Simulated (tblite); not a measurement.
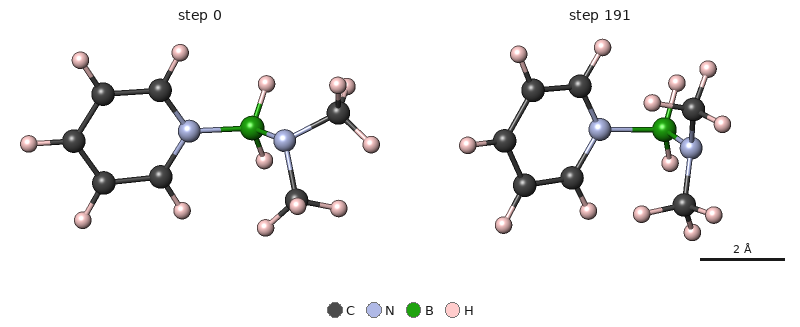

The structure of C$_{7}$H$_{13}$BN$_{2}$ before (left) and after (right) a relaxation, at one scale.

A ball-and-stick model, seen at a tilt.

All numbers below come from GFN2-xTB geometry optimisation, gas phase in tblite. 

Q: Describe what moved and what it gained.

A: The atom that moves furthest after the best rigid fit is an H atom (2.09 Å). Largest moves by element: H 2.09 Å, C 1.15 Å, B 0.71 Å, N 0.67 Å. Some distances before and after: B–N 1.534 → 1.603 Å, C–N 1.467 → 1.432 Å, C–H 1.116 → 1.089 Å, C–H 1.101 → 1.079 Å. Among the angles between lasting bonds that change: N–B–N 109.8° → 100.1°, N–C–H 104.6° → 113.1°, H–B–H 107.5° → 115.3°. After 191 geometry steps the energy has fallen by 0.978 eV.
